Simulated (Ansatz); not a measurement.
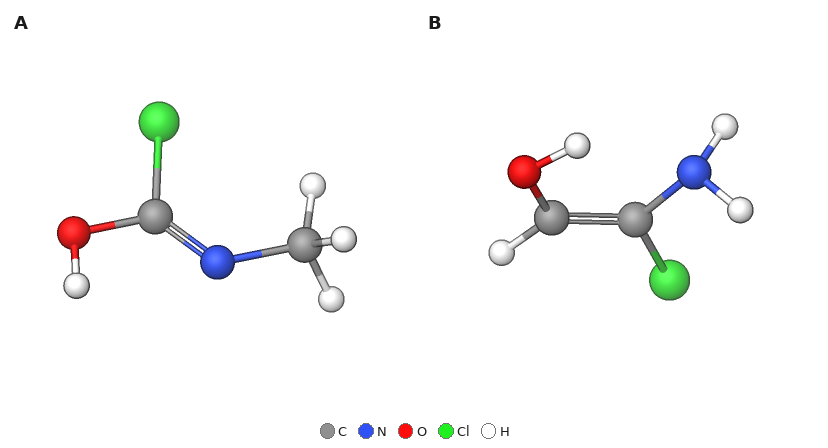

2 stationary structures of one formula. Geometries: PBE-D4/def2-SVP. Electronic energies: PBE-D4/def2-SVP (Ansatz 0.2.0), without zero-point energy. No frequency run is at hand to confirm each as a minimum.

**How are they related?**

They are constitutional isomers of C2H4ClNO: A `C/N=C(/O)Cl`, B `N/C(Cl)=C\O`.

**Which is lowest in energy, and by how much?**

A is lowest; B lies 9.1 kcal/mol above it.
